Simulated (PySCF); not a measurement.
SMILES CSCCc1ccco1 at its GFN2-xTB optimised geometry (Å):

```
19

C      0.1989    -0.1090    -3.3308
S      1.8192     0.4428    -2.7264
C      2.0668    -0.6794    -1.3088
C      1.4774    -0.1499     0.0000
C     -0.0120    -0.1499     0.0000
C     -0.9180     0.8694     0.0000
C     -2.1993     0.2626    -0.0193
C     -1.9760    -1.0775    -0.0291
O     -0.6563    -1.3386    -0.0164
H      0.2238    -1.1826    -3.4972
H     -0.5773     0.1548    -2.6191
H      0.0308     0.4073    -4.2703
H      3.1476    -0.7791    -1.2135
H      1.6380    -1.6460    -1.5707
H      1.8291     0.8679     0.1710
H      1.8361    -0.7876     0.8137
H     -0.7009     1.9179     0.0068
H     -3.1476     0.7595    -0.0258
H     -2.6409    -1.9179    -0.0444
```

Calculation: CAM-B3LYP/def2-SVP in PySCF. Cells within 0.4 Å of a nucleus heavier than hydrogen are left out (blank, or x).

Map of the log10 of the electron density (e/bohr³), floored at −4 on the plane z = 0.0 Å:

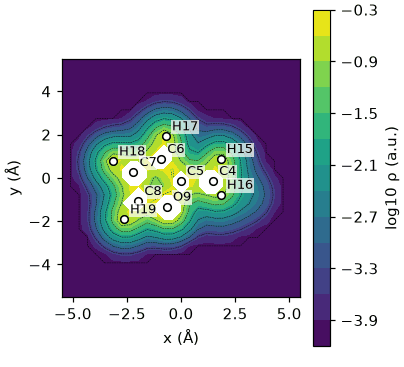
Log10 of the electron density (e/bohr³), floored at −4 on the plane z = 0.0 Å.
